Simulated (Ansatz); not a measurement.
## Fields on a plane of AlN (wurtzite)

```xyz
4
Lattice="3.1067 0.0000 0.0000 -1.5534 2.6905 0.0000 0.0000 0.0000 4.9785" Properties=species:S:1:pos:R:3 pbc="T T T"
Al     0.0000     1.7937     4.9615
Al     1.5534     0.8968     2.4723
N      0.0000     1.7937     1.8829
N      1.5534     0.8968     4.3721
```

The slice is a (1 -1 0 0) plane (indices of the conventional cell) through the point (0.667, 0.333, 0.497) (fractional), spanned by u = [110] and v = [001] in vectors of this cell: u (3.11 Å) and v (4.98 Å, at 90° to u). It covers one period; positions are fractions (u, v).

Atoms on it: Al at (0.00, 0.00); N at (0.00, 0.38). Other atoms lie within 1 Å of the plane.

Computed with r2SCAN (plane waves to 500 eV, PAW, scalar-relativistic; Ansatz, an electronic-structure program). k mesh 12×12×7. Inside the PAW spheres the values are not all-electron values, and peaks at nuclei hang on which shells count as valence. AlN was relaxed with its symmetry unable to fall.

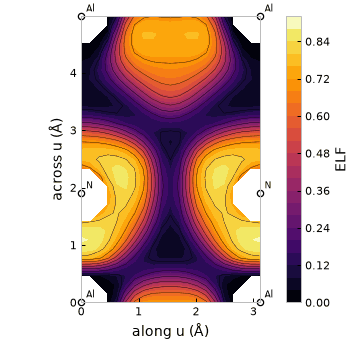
Fig. 1. Electron localisation function (ELF), one period of the plane, atoms marked. Points within 0.4 Å of a nucleus are left white, as the pseudised field means little there.

```
|00012344444444432100|
|00023444555554443200|
|00123445555555443210|
|11123444555554443211|
|11223344555554433221|
|11223334444444333221|
|11122233444443322211|
|11112223333333222111|
|11111122233322211111|
|11111112222222111111|
|11111112222222111111|
|22222222111112222222|
|44333222211122223334|
|55544332211122334455|
|66655443221223445566|
|88766543322233456678|
|99877654322234567789|
|99987654322234567899|
|99998654322234568999|
|99998654322234568999|
|99987654322234567899|
|99987643221223467899|
|98876543211123456788|
|77765432111112345677|
|66654432110112344566|
|55544321100011234455|
|44443221110111223444|
|33332221111111222333|
|11122222222222222211|
|00012222222222222100|
|00002233333333322000|
|00012334444444332100|
```
Scale: ten equal steps from -1.26 (start of '0') to 0.56 (end of '9'), in the order '0123456789'. Values: log₁₀ of the valence density in e/Å³. The map has 20 points along u (one character each, u = 0 at the left) and 32 along v (v = 0 in the bottom row). The scale is logarithmic, as a density can span decades between atoms and voids.

Density on the Al–N line (1.90 Å) at its midpoint: 0.68 e/Å³
ELF at that point: 0.87
ELF maximum in the middle third of the Al–N line: 0.88, 1.1 Å from Al
